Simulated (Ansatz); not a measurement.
## Profile along the Rh–F line in K2NaRhF6 (space group Fm-3m)

K$_{2}$NaRhF$_{6}$ (space group Fm-3m)

```cif
data_F6K2NaRh
_chemical_formula_sum 'K2 Na1 Rh1 F6'
_space_group_name_H-M_alt 'P 1'
_space_group_IT_number 1
_cell_length_a 5.75520
_cell_length_b 5.75520
_cell_length_c 5.75520
_cell_angle_alpha 60.000
_cell_angle_beta 60.000
_cell_angle_gamma 60.000
loop_
_space_group_symop_operation_xyz
  'x, y, z'
loop_
_atom_site_label
_atom_site_type_symbol
_atom_site_fract_x
_atom_site_fract_y
_atom_site_fract_z
_atom_site_occupancy
K1 K 0.75000 0.75000 0.75000 1
K2 K 0.25000 0.25000 0.25000 1
Na1 Na 0.50000 0.50000 0.50000 1
Rh1 Rh 0.00000 0.00000 0.00000 1
F1 F 0.76088 0.23912 0.23912 1
F2 F 0.23912 0.76088 0.76088 1
F3 F 0.23912 0.76088 0.23912 1
F4 F 0.76088 0.23912 0.76088 1
F5 F 0.23912 0.23912 0.76088 1
F6 F 0.76088 0.76088 0.23912 1
```

Fields along a shortest Rh–F line of a {100} plane (1.95 Å), from Rh to F, interpolated on the slice's grid (step about 0.3 Å). All values below come from LDA (plane waves to 420 eV, PAW, scalar-relativistic; Ansatz, a program for electronic structure). k mesh 7×7×7. These are valence fields of a PAW run, semicore shells included where kept as valence: close to a nucleus they are smooth pseudo fields. K2NaRhF6 is run without spin polarisation and with no Hubbard U. K2NaRhF6 was relaxed with its symmetry unable to fall.

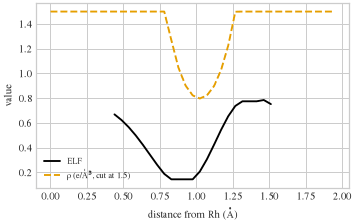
Fig. 1. ELF (away from the nuclei) and valence density from Rh to F.

Density on the Rh–F line (1.95 Å) at its density minimum, 1.0 Å from Rh: 0.80 e/Å³. ELF at that point: 0.2.
